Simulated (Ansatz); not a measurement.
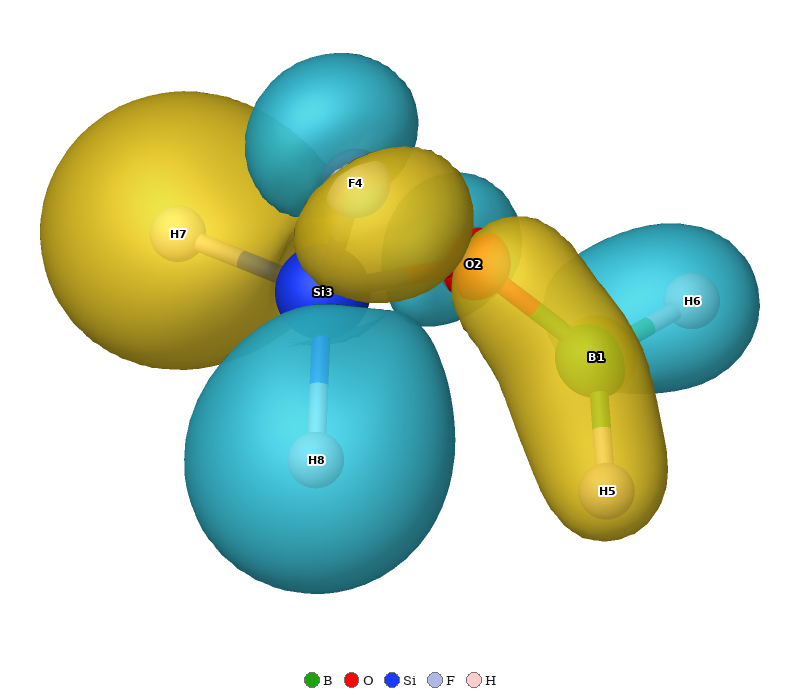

Figure 1: BFH₄OSi. The HOMO−1 at ±0.08 Å⁻³ᐟ² (yellow and cyan are the two phases), seen at a tilt.

Theory: RKS BLYP-D4/def2-SVP in Ansatz 0.2.0.

Input file:

```
crystal:
  periodic: [false, false, false]
  atoms:
    - { symbol: B, position_ang: [-0.6872, 1.1949, -0.1842] }
    - { symbol: O, position_ang: [-0.9459, 0.005, 0.5632] }
    - { symbol: Si, position_ang: [0.4119, -0.9627, 0.2452] }
    - { symbol: F, position_ang: [1.87298, -0.20467, 0.57871] }
    - { symbol: H, position_ang: [-1.1481, 1.3249, -1.3167] }
    - { symbol: H, position_ang: [-0.2092, 2.1839, 0.3107] }
    - { symbol: H, position_ang: [0.38609, -2.2377, 1.0849] }
    - { symbol: H, position_ang: [0.40827, -1.43051, -1.1393] }
basis:
  gaussian: { orbitals: def2-SVP }
hamiltonian:
  xc: blyp
  dispersion: d4
relax:
  f_tol: 0.015
  max_steps: 40
output:
  orbitals: {}
```

Launched as:

```sh
ansatz run input.yaml --threads 1 --pin off --max-ram 2048MiB --backend cpu --events-out ev --progress --plain --runs-dir out
```

The fields are those of the relaxed geometry.

**Describe this orbital and give its energy.**

It lies mainly on Si3 (about 25 %), H7 (about 20 %), H8 (about 20 %) and F4 (about 20 %). Its energy is −8.24 eV.
